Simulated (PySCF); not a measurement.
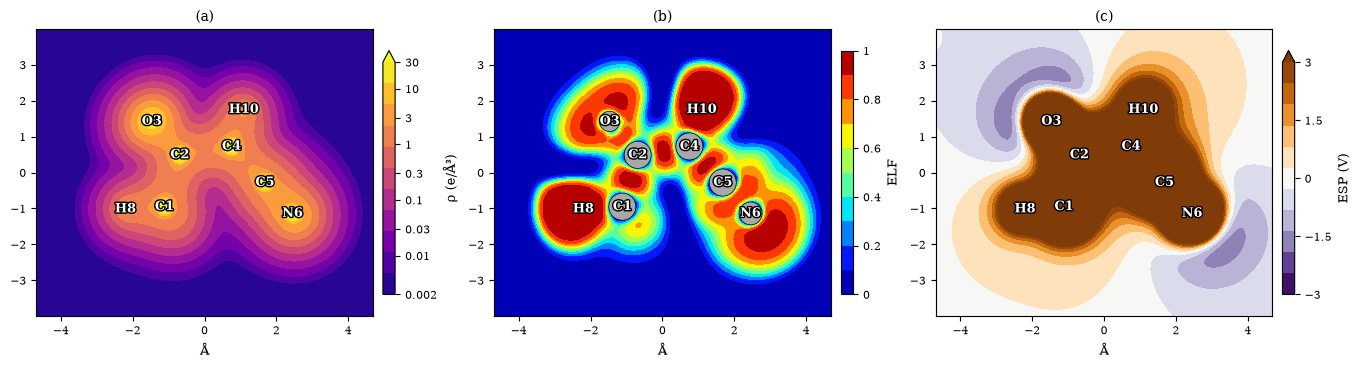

C$_{4}$H$_{4}$NO (doublet). (a) total electron density; (b) electron localisation function; (c) electrostatic potential on the plane of atoms C2, C1 and H8. Grey discs cover the atomic cores in the ELF map.

Geometry: GFN2-xTB.

Level of theory: UKS B3LYP, pcH-1 on C H N O, non-relativistic, mean-field spin-orbit, GIAO in PySCF 2.14.0, density-fitted response routines.

```xyz
10

C     1.1868   -0.4459   -0.1441
C     0.3974    0.7622    0.2812
O     0.9079    1.7982    0.6639
C    -1.0521    0.6317    0.2093
C    -1.6876   -0.5062   -0.2137
N    -2.2124   -1.4740   -0.5727
H     0.9488   -0.6992   -1.1760
H     2.2505   -0.2438   -0.0527
H     0.9208   -1.2999    0.4765
H    -1.6511    1.4816    0.5056
```

### What does the map show?

Atoms in the plane: C, O, N and H. C–N (1.16 Å): the density is about 3.5 e/Å³ at the midpoint; the ELF peaks at about 0.85 between the atoms; a short, multiple covalent bond. C–O (1.22 Å): the density is about 3.2 e/Å³ at the midpoint; the ELF peaks at about 0.85 between the atoms; a multiple bond. C–C (1.37 Å): ρ at the midpoint is about 2.1 e/Å³; the ELF peaks at about 0.95 between the atoms, as expected for localised, covalent bonding. C–H (1.08 Å): ρ at the midpoint is about 2.1 e/Å³; the ELF climbs to about 1 towards the hydrogen, as it does in any bond to H: an ordinary covalent bond to hydrogen. C–C (1.46 Å): the density is about 1.9 e/Å³ at the midpoint; the ELF peaks at about 0.95 between the atoms, as expected for localised, covalent bonding. The ELF also peaks beside N6 and O3, away from the bonds: non-bonding electrons, paired or unpaired. Outside the dense part of the molecule the potential is most negative (−1.7 V) near O3.
